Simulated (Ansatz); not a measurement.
Geometry relaxation of C$_{3}$H$_{9}$NSi

C$_{3}$H$_{9}$NSi, computed with RKS PBE0-D4/def2-SVP (Ansatz 0.2.0).

It belongs to a series of runs on one base structure; here: end point A relaxed. Figures and captions count atoms from 1; the log counts them from 0 in places.

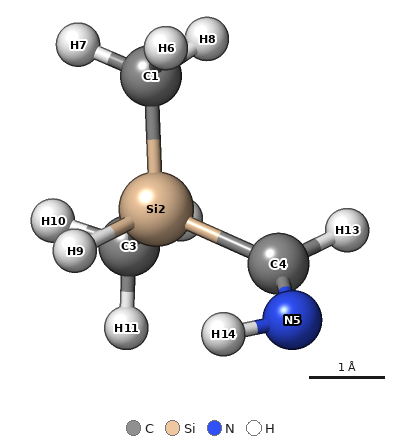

Figure 1. The structure as given in the input (ball-and-stick view, seen at a tilt; atoms are numbered from 1 in the order of the input). Bond lengths as drawn: C–H 1.05 to 1.18 Å, C–N 1.24 Å, C–Si 1.80 to 1.89 Å, H–N 1.04 Å and H–Si 1.52 Å.

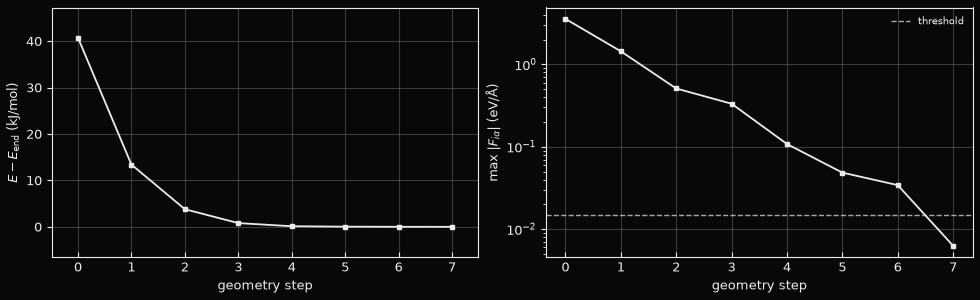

Figure 2. Progress of the relaxation, step by step (the first geometry is step 0 here and step 1 in the log).

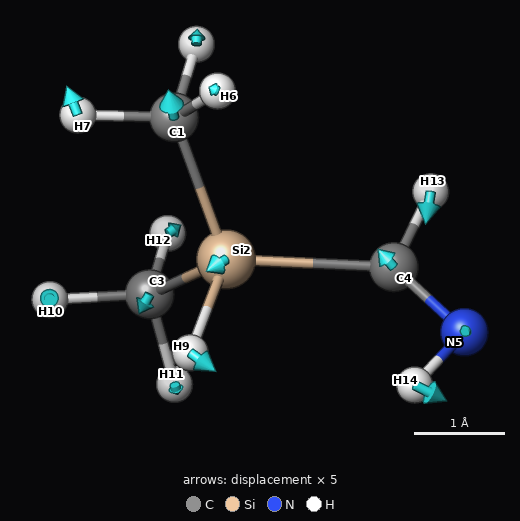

Figure 3. The starting structure with the displacements as teal arrows, magnified 5 times (ball-and-stick view, seen at a tilt). The two geometries are laid on each other by the best rigid fit. The largest move after the best rigid fit is that of H14, 0.088 Å. By element the largest moves are H 0.088 Å, C 0.086 Å, Si 0.062 Å, N 0.020 Å. Among the contacts that change: C1–Si2 1.799 → 1.879 Å, C4–H13 1.184 → 1.110 Å, C1–H6 1.158 → 1.101 Å, C3–H12 1.045 → 1.102 Å. Among the angles that change: Si2–C4–H13 112.4° → 117.5°, N5–C4–H13 119.9° → 115.4°, H6–C1–H8 103.4° → 108.0°. The energy falls by 40.7 kJ/mol in 7 geometry steps. Largest force component: 3.6 eV/Å at the start, 0.0063 eV/Å at the end. (Atoms are counted from 1 in the order of the input.)

The input and output of the run follow.

Input file:
```yaml
crystal:
  periodic: [false, false, false]
  atoms:
    - { symbol: C, position_ang: [-1.3619, 0.9812, 0.517] }
    - { symbol: Si, position_ang: [0.2142, 0.1941, 0.1517] }
    - { symbol: C, position_ang: [0.3254, -1.3954, 1.089] }
    - { symbol: C, position_ang: [0.5067, -0.0909, -1.6967] }
    - { symbol: "N", position_ang: [1.3887, 0.4164, -2.4043] }
    - { symbol: H, position_ang: [-1.4856, 1.9962, -0.0263] }
    - { symbol: H, position_ang: [-1.4967, 1.2274, 1.5791] }
    - { symbol: H, position_ang: [-2.2089, 0.4138, 0.1816] }
    - { symbol: H, position_ang: [1.3086, 1.1209, 0.6564] }
    - { symbol: H, position_ang: [0.2634, -1.2189, 2.2018] }
    - { symbol: H, position_ang: [1.317, -1.8729, 0.9467] }
    - { symbol: H, position_ang: [-0.405, -2.0933, 0.8212] }
    - { symbol: H, position_ang: [-0.3539, -0.7332, -2.1949] }
    - { symbol: H, position_ang: [1.9751, 1.0254, -1.7935] }
basis:
  gaussian: { orbitals: def2-SVP }
hamiltonian:
  xc: pbe0
  dispersion: d4
relax:
  f_tol: 0.015
  max_steps: 40
```

Launch command:
```bash
ansatz run input.yaml --threads 2 --pin off --max-ram 3072MiB --backend cpu --events-out ev --progress --plain --runs-dir out
```

The program's output:
```
The last accepted step is kept in [file] (removed where the run ends without a failure and the disk answers)
Engine: ansatz 0.2.0, x86_64-unknown-linux-gnu
Functional definition: PBE0
  parameter a = 0.25
  parameter kappa = 0.804
  parameter beta = 0.06672455060314922
  exchange = (1 - a)*pbe_x(kappa = kappa, mu = beta*pi^2/3) + a*exact_x
  correlation = pbe_c(beta = beta)
1321 factors; integrals over basis functions are off by at most 4.4e-4 eV
mean field evaluation 1: about -12599.9851 eV, gradient 6.5e1 eV
mean field evaluation 2: about -12596.9729 eV, gradient 7.2e1 eV
mean field evaluation 4: about -12609.7527 eV, gradient 3.4e0 eV
mean field evaluation 8: about -12609.8000 eV, gradient 1.4e-1 eV
mean field evaluation 16: about -12609.8000 eV, gradient 6.4e-5 eV
mean field -12609.80004868 eV, -463.4016045594 hartree, gradient 6.4e-5 eV, S^2 0.000000; 0 other end points of the search recorded, 0 dependent functions left out
the calculation of the forces begins
reference -12609.80007749 eV, -463.4016056183 hartree; 24, 24 occupied and 95, 95 virtual orbitals, 1321 factors
relax step   1: F+E_penalty+E_count = -12610.04018062 eV  Δ(F+E_penalty+E_count) = +0.000e0 eV  max|allowed force component| = 3.574e0 eV/Å  Δτ_max = 0.0000 Å  (25 SCF iters, accepted)
these checks for a lower state are left out or cut short: starts, cluster_reference, orbital_swaps, neighbouring_geometries, increment
1321 factors; integrals over basis functions are off by at most 4.0e-4 eV
mean field -12610.08474729 eV, -463.4120670406 hartree, gradient 1.1e-5 eV, S^2 0.000000; 0 other end points of the search recorded, 0 dependent functions left out
the calculation of the forces begins
reference -12610.08477656 eV, -463.4120681161 hartree; 24, 24 occupied and 95, 95 virtual orbitals, 1321 factors
relax step   2: F+E_penalty+E_count = -12610.32328491 eV  Δ(F+E_penalty+E_count) = -2.831e-1 eV  max|allowed force component| = 1.443e0 eV/Å  Δτ_max = 0.1581 Å  (30 SCF iters, accepted)
these checks for a lower state are left out or cut short: starts, cluster_reference, orbital_swaps, neighbouring_geometries, increment
1321 factors; integrals over basis functions are off by at most 3.9e-4 eV
mean field -12610.18597300 eV, -463.4157870168 hartree, gradient 2.5e-5 eV, S^2 0.000000; 0 other end points of the search recorded, 0 dependent functions left out
the calculation of the forces begins
reference -12610.18600250 eV, -463.4157881008 hartree; 24, 24 occupied and 95, 95 virtual orbitals, 1321 factors
relax step   3: F+E_penalty+E_count = -12610.42295886 eV  Δ(F+E_penalty+E_count) = -9.967e-2 eV  max|allowed force component| = 5.099e-1 eV/Å  Δτ_max = 0.2000 Å  (29 SCF iters, accepted)
these checks for a lower state are left out or cut short: starts, cluster_reference, orbital_swaps, neighbouring_geometries, increment
1321 factors; integrals over basis functions are off by at most 3.9e-4 eV
mean field evaluation 32: about -12610.1982 eV, gradient 2.5e-2 eV
mean field -12610.21661988 eV, -463.4169132688 hartree, gradient 7.8e-6 eV, S^2 0.000000; 0 other end points of the search recorded, 0 dependent functions left out
the calculation of the forces begins
reference -12610.21664936 eV, -463.4169143520 hartree; 24, 24 occupied and 95, 95 virtual orbitals, 1321 factors
relax step   4: F+E_penalty+E_count = -12610.45401543 eV  Δ(F+E_penalty+E_count) = -3.106e-2 eV  max|allowed force component| = 3.330e-1 eV/Å  Δτ_max = 0.0962 Å  (31 SCF iters, accepted)
these checks for a lower state are left out or cut short: starts, cluster_reference, orbital_swaps, neighbouring_geometries, increment
1321 factors; integrals over basis functions are off by at most 3.9e-4 eV
mean field -12610.22343472 eV, -463.4171637094 hartree, gradient 2.6e-5 eV, S^2 0.000000; 0 other end points of the search recorded, 0 dependent functions left out
the calculation of the forces begins
reference -12610.22346409 eV, -463.4171647890 hartree; 24, 24 occupied and 95, 95 virtual orbitals, 1321 factors
relax step   5: F+E_penalty+E_count = -12610.46098753 eV  Δ(F+E_penalty+E_count) = -6.972e-3 eV  max|allowed force component| = 1.080e-1 eV/Å  Δτ_max = 0.0515 Å  (29 SCF iters, accepted)
these checks for a lower state are left out or cut short: starts, cluster_reference, orbital_swaps, neighbouring_geometries, increment
1321 factors; integrals over basis functions are off by at most 3.9e-4 eV
mean field -12610.22437184 eV, -463.4171981479 hartree, gradient 2.6e-5 eV, S^2 0.000000; 0 other end points of the search recorded, 0 dependent functions left out
the calculation of the forces begins
reference -12610.22440119 eV, -463.4171992265 hartree; 24, 24 occupied and 95, 95 virtual orbitals, 1321 factors
relax step   6: F+E_penalty+E_count = -12610.46197510 eV  Δ(F+E_penalty+E_count) = -9.876e-4 eV  max|allowed force component| = 4.852e-2 eV/Å  Δτ_max = 0.0130 Å  (30 SCF iters, accepted)
these checks for a lower state are left out or cut short: starts, cluster_reference, orbital_swaps, neighbouring_geometries, increment
1321 factors; integrals over basis functions are off by at most 3.9e-4 eV
mean field -12610.22474488 eV, -463.4172118569 hartree, gradient 1.2e-5 eV, S^2 0.000000; 0 other end points of the search recorded, 0 dependent functions left out
the calculation of the forces begins
reference -12610.22477422 eV, -463.4172129352 hartree; 24, 24 occupied and 95, 95 virtual orbitals, 1321 factors
relax step   7: F+E_penalty+E_count = -12610.46227205 eV  Δ(F+E_penalty+E_count) = -2.969e-4 eV  max|allowed force component| = 3.420e-2 eV/Å  Δτ_max = 0.0129 Å  (23 SCF iters, accepted)
these checks for a lower state are left out or cut short: starts, cluster_reference, orbital_swaps, neighbouring_geometries, increment
1321 factors; integrals over basis functions are off by at most 3.9e-4 eV
mean field -12610.22482665 eV, -463.4172148621 hartree, gradient 1.0e-5 eV, S^2 0.000000; 0 other end points of the search recorded, 0 dependent functions left out
the calculation of the forces begins
reference -12610.22485599 eV, -463.4172159404 hartree; 24, 24 occupied and 95, 95 virtual orbitals, 1321 factors
relax step   8: F+E_penalty+E_count = -12610.46234187 eV  Δ(F+E_penalty+E_count) = -6.983e-5 eV  max|allowed force component| = 6.281e-3 eV/Å  Δτ_max = 0.0056 Å  (24 SCF iters, accepted)
1321 factors; integrals over basis functions are off by at most 3.9e-4 eV
mean field evaluation 64: about -12610.2045 eV, gradient 1.4e-1 eV
mean field -12610.22482665 eV, -463.4172148621 hartree, gradient 1.0e-5 eV, S^2 0.000000; 1 other end points of the search recorded, 0 dependent functions left out
the calculation of the forces begins
reference -12610.22485599 eV, -463.4172159404 hartree; 24, 24 occupied and 95, 95 virtual orbitals, 1321 factors
Total energy: -12610.46237122 eV, -463.4259444638 hartree
Atom 0 at    -1.420404     1.044354     0.520031 Å, force    -0.000467     0.002104     0.001117 eV/Å
Atom 1 at     0.239697     0.223500     0.200576 Å, force    -0.002963    -0.002036     0.001037 eV/Å
Atom 2 at     0.365287    -1.410759     1.120050 Å, force     0.000806    -0.000208     0.002030 eV/Å
Atom 3 at     0.463104    -0.070865    -1.665305 Å, force    -0.002040    -0.001369     0.000626 eV/Å
Atom 4 at     1.380717     0.400686    -2.413275 Å, force     0.005257     0.002504    -0.006281 eV/Å
Atom 5 at    -1.496334     2.007099    -0.008056 Å, force    -0.000192     0.000476     0.000491 eV/Å
Atom 6 at    -1.567187     1.232086     1.595370 Å, force     0.001153    -0.000024    -0.000454 eV/Å
Atom 7 at    -2.245411     0.401115     0.174749 Å, force     0.000061    -0.001212     0.000205 eV/Å
Atom 8 at     1.361142     1.136710     0.602636 Å, force    -0.000252    -0.000390     0.000686 eV/Å
Atom 9 at     0.249080    -1.262514     2.205260 Å, force     0.000174     0.000456    -0.000681 eV/Å
Atom 10 at     1.339106    -1.892481     0.943642 Å, force     0.000477    -0.000162     0.000513 eV/Å
Atom 11 at    -0.422797    -2.105487     0.788586 Å, force    -0.001129     0.000339    -0.000067 eV/Å
Atom 12 at    -0.277711    -0.722951    -2.174037 Å, force    -0.000256    -0.000861    -0.000243 eV/Å
Atom 13 at     2.018812     0.990307    -1.861428 Å, force    -0.000628     0.000384     0.001021 eV/Å
Dipole moment:    -0.219028    -0.040808     0.479735 e Å
```

Trajectory as extended XYZ (Å, eV, eV/Å), 8 frames, from step=1 to step=8:
```
14
Properties=species:S:1:pos:R:3:forces:R:3 step=1 energy=-12610.04018
C    -1.3619    0.9812    0.5170   -1.2061   2.9823  -0.6328
Si    0.2142    0.1941    0.1517    1.6146  -0.0027   0.3296
C     0.3254   -1.3954    1.0890    2.1075   0.7399   1.6655
C     0.5067   -0.0909   -1.6967   -3.5735  -1.5596   0.9031
N     1.3887    0.4164   -2.4043    1.8911   1.2789  -1.0453
H    -1.4856    1.9962   -0.0263    0.3479  -1.3194   0.6606
H    -1.4967    1.2274    1.5791    0.0767  -0.2082   0.1357
H    -2.2089    0.4138    0.1816   -0.8128  -0.7143  -0.1639
H     1.3086    1.1209    0.6564   -0.0652  -0.1860  -0.2704
H     0.2634   -1.2189    2.2018   -0.1424  -0.0235  -0.8247
H     1.3170   -1.8729    0.9467   -0.2263   0.0834  -0.1048
H    -0.4050   -2.0933    0.8212   -1.5945  -1.4354  -0.5546
H    -0.3539   -0.7332   -2.1949    1.5925   0.7458   0.4040
H     1.9751    1.0254   -1.7935   -0.0094  -0.3813  -0.5020
14
Properties=species:S:1:pos:R:3:forces:R:3 step=2 energy=-12610.32329
C    -1.4178    1.0259    0.5180   -0.6672   1.0948   0.0091
Si    0.2115    0.2340    0.2024    0.6955   0.0193  -0.3247
C     0.3590   -1.4045    1.0865    0.6093   0.0825   0.5281
C     0.4301   -0.0059   -1.6714   -0.3906  -1.4429  -0.0050
N     1.3754    0.4189   -2.4061    0.7386   0.0000   0.2729
H    -1.5164    2.0050   -0.0128    0.1492  -0.4602   0.2106
H    -1.5551    1.2407    1.5889   -0.0320  -0.0528   0.0591
H    -2.2637    0.4128    0.1884   -0.0929  -0.2243  -0.0371
H     1.3430    1.1448    0.6199   -0.1350  -0.0912  -0.0104
H     0.2883   -1.2466    2.1820   -0.0487  -0.0449  -0.2174
H     1.3408   -1.8772    0.8993   -0.1287   0.0817  -0.0326
H    -0.4123   -2.1136    0.7985   -0.3947  -0.2772  -0.1583
H    -0.2789   -0.7752   -2.1508    0.3668   1.1576   0.1769
H     2.0832    0.9119   -1.8140   -0.6697   0.1575  -0.4712
14
Properties=species:S:1:pos:R:3:forces:R:3 step=3 energy=-12610.42296
C    -1.4224    1.0306    0.5268   -0.0258  -0.0949  -0.0267
Si    0.2502    0.2350    0.2155   -0.2568  -0.1750   0.0217
C     0.3554   -1.4013    1.1235   -0.0490  -0.1216  -0.0841
C     0.4815   -0.0609   -1.6514    0.0436   0.1689  -0.1695
N     1.3700    0.3758   -2.4509    0.5099   0.3287  -0.0542
H    -1.4920    1.9948    0.0075   -0.0923   0.0961  -0.0566
H    -1.5776    1.2093    1.6021    0.0308   0.0039   0.0157
H    -2.2404    0.3779    0.1771    0.0433   0.0727  -0.0251
H     1.3248    1.1333    0.7019    0.2744   0.2040  -0.0251
H     0.2317   -1.2533    2.2061    0.0041   0.0112   0.0584
H     1.3342   -1.8724    0.9506   -0.0062  -0.0883   0.0207
H    -0.4366   -2.0936    0.7856    0.1198   0.0465   0.0162
H    -0.2790   -0.6864   -2.1641   -0.1088  -0.1034   0.2146
H     2.0871    0.9817   -2.0014   -0.4871  -0.3486   0.0940
14
Properties=species:S:1:pos:R:3:forces:R:3 step=4 energy=-12610.45401
C    -1.4236    1.0376    0.5157   -0.1228   0.1592   0.0402
Si    0.2382    0.2296    0.2138    0.0841  -0.0284  -0.1137
C     0.3652   -1.4124    1.1144    0.0717  -0.0021   0.0954
C     0.4642   -0.0522   -1.6537   -0.0806  -0.1612  -0.1202
N     1.3783    0.3860   -2.4243    0.3041   0.2359   0.0927
H    -1.5043    2.0015   -0.0142    0.0227  -0.0635   0.0193
H    -1.5729    1.2334    1.5892   -0.0107  -0.0075   0.0128
H    -2.2507    0.3955    0.1745    0.0139  -0.0272  -0.0120
H     1.3483    1.1382    0.6480    0.0252   0.0248  -0.0049
H     0.2582   -1.2604    2.2008   -0.0087  -0.0209  -0.0099
H     1.3415   -1.8906    0.9368   -0.0285   0.0127  -0.0103
H    -0.4217   -2.1108    0.7931   -0.0324  -0.0131  -0.0297
H    -0.2944   -0.7006   -2.1562    0.0949   0.1238   0.1195
H     2.0607    0.9760   -1.9091   -0.3330  -0.2323  -0.0792
14
Properties=species:S:1:pos:R:3:forces:R:3 step=5 energy=-12610.46099
C    -1.4237    1.0456    0.5163    0.0018   0.0061   0.0039
Si    0.2404    0.2289    0.2098   -0.0181  -0.0138  -0.0034
C     0.3706   -1.4114    1.1170    0.0045  -0.0085   0.0052
C     0.4626   -0.0632   -1.6560   -0.0232  -0.0344  -0.0539
N     1.3787    0.3891   -2.4182   -0.0753  -0.0431   0.0322
H    -1.4918    2.0067   -0.0159   -0.0146   0.0005   0.0019
H    -1.5816    1.2376    1.5890    0.0077   0.0013   0.0101
H    -2.2461    0.4018    0.1661    0.0032   0.0002  -0.0097
H     1.3543    1.1410    0.6265    0.0307   0.0242   0.0013
H     0.2583   -1.2756    2.2040   -0.0003   0.0144   0.0080
H     1.3473   -1.8846    0.9325   -0.0059  -0.0104   0.0017
H    -0.4149   -2.1079    0.7835    0.0036   0.0003  -0.0116
H    -0.2923   -0.7068   -2.1535   -0.0220  -0.0205  -0.0169
H     2.0254    0.9696   -1.8722    0.1080   0.0838   0.0312
14
Properties=species:S:1:pos:R:3:forces:R:3 step=6 energy=-12610.46198
C    -1.4217    1.0458    0.5177   -0.0020  -0.0011   0.0164
Si    0.2408    0.2274    0.2070   -0.0028  -0.0123  -0.0485
C     0.3694   -1.4111    1.1179   -0.0058   0.0055   0.0135
C     0.4597   -0.0690   -1.6609    0.0462   0.0414   0.0438
N     1.3788    0.3936   -2.4132   -0.0288  -0.0201  -0.0014
H    -1.4954    2.0080   -0.0117    0.0014   0.0026  -0.0014
H    -1.5753    1.2346    1.5918   -0.0038  -0.0006   0.0019
H    -2.2436    0.4013    0.1672   -0.0007  -0.0010   0.0028
H     1.3591    1.1413    0.6163    0.0014  -0.0024  -0.0100
H     0.2536   -1.2695    2.2040   -0.0028  -0.0032   0.0028
H     1.3444   -1.8891    0.9383    0.0037  -0.0005  -0.0012
H    -0.4168   -2.1056    0.7820   -0.0022  -0.0004   0.0022
H    -0.2901   -0.7161   -2.1622    0.0027  -0.0055  -0.0250
H     2.0242    0.9791   -1.8654   -0.0064  -0.0024   0.0040
14
Properties=species:S:1:pos:R:3:forces:R:3 step=7 energy=-12610.46227
C    -1.4211    1.0448    0.5200    0.0016  -0.0017  -0.0004
Si    0.2399    0.2248    0.2026    0.0121   0.0118   0.0073
C     0.3665   -1.4107    1.1199   -0.0010   0.0025  -0.0007
C     0.4626   -0.0695   -1.6629   -0.0161  -0.0208  -0.0342
N     1.3801    0.3977   -2.4140    0.0050   0.0081   0.0170
H    -1.4960    2.0077   -0.0080   -0.0008   0.0013   0.0014
H    -1.5712    1.2317    1.5950    0.0023   0.0000  -0.0003
H    -2.2446    0.4012    0.1717   -0.0011  -0.0003   0.0012
H     1.3616    1.1389    0.6048   -0.0107  -0.0087   0.0000
H     0.2494   -1.2653    2.2054   -0.0001   0.0015  -0.0010
H     1.3408   -1.8909    0.9427    0.0012  -0.0007   0.0012
H    -0.4207   -2.1052    0.7858   -0.0015  -0.0012   0.0015
H    -0.2811   -0.7201   -2.1706    0.0067   0.0068   0.0112
H     2.0208    0.9859   -1.8637    0.0023   0.0015  -0.0040
14
Properties=species:S:1:pos:R:3:forces:R:3 step=8 energy=-12610.46234
C    -1.4204    1.0444    0.5200   -0.0005   0.0021   0.0011
Si    0.2397    0.2235    0.2006   -0.0030  -0.0020   0.0010
C     0.3653   -1.4108    1.1200    0.0008  -0.0002   0.0020
C     0.4631   -0.0709   -1.6653   -0.0020  -0.0014   0.0006
N     1.3807    0.4007   -2.4133    0.0053   0.0025  -0.0063
H    -1.4963    2.0071   -0.0081   -0.0002   0.0005   0.0005
H    -1.5672    1.2321    1.5954    0.0012   0.0000  -0.0005
H    -2.2454    0.4011    0.1747    0.0001  -0.0012   0.0002
H     1.3611    1.1367    0.6026   -0.0003  -0.0004   0.0007
H     0.2491   -1.2625    2.2053    0.0002   0.0005  -0.0007
H     1.3391   -1.8925    0.9436    0.0005  -0.0002   0.0005
H    -0.4228   -2.1055    0.7886   -0.0011   0.0003  -0.0001
H    -0.2777   -0.7230   -2.1740   -0.0003  -0.0009  -0.0002
H     2.0188    0.9903   -1.8614   -0.0006   0.0004   0.0010
```

Results in brief:

- outcome: converged
- total energy: −12610.4624 eV
- mean-field energy: −12610.2249 eV
- largest force (length of the vector) at the end: 0.009 eV/Å
- hardware: 2 threads of INTEL XEON PLATINUM @ 2.10GHz (Emerald Rapids), 24 GiB of memory available, shared host
- wall time: 22 s (CPU time 42 s)
- peak memory: 0.3 GiB
